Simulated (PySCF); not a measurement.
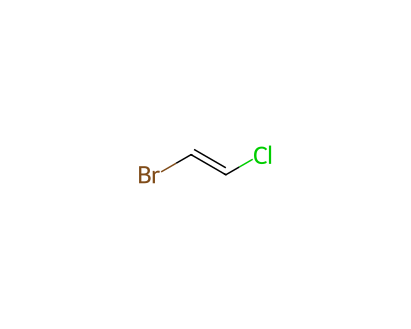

Structural formula above. The computed structure is the end point of a PBE0-D3(BJ)/def2-SVP optimisation. No frequency run is at hand to confirm it as a minimum.

Describe the 3D structure.

The molecule is C2H2BrCl. As SMILES it reads `Cl/C=C/Br`. It has no ring. Among its groups: alkene, C–Cl bond, C–Br bond. All atoms lie on one plane. Coordination: 2 C trigonal planar.

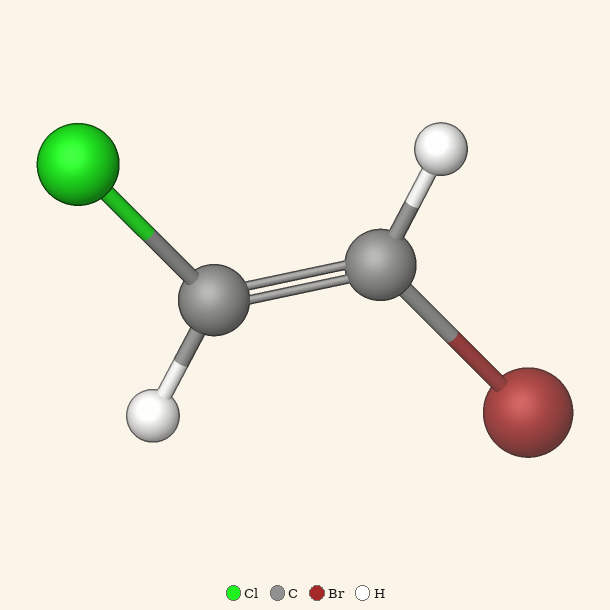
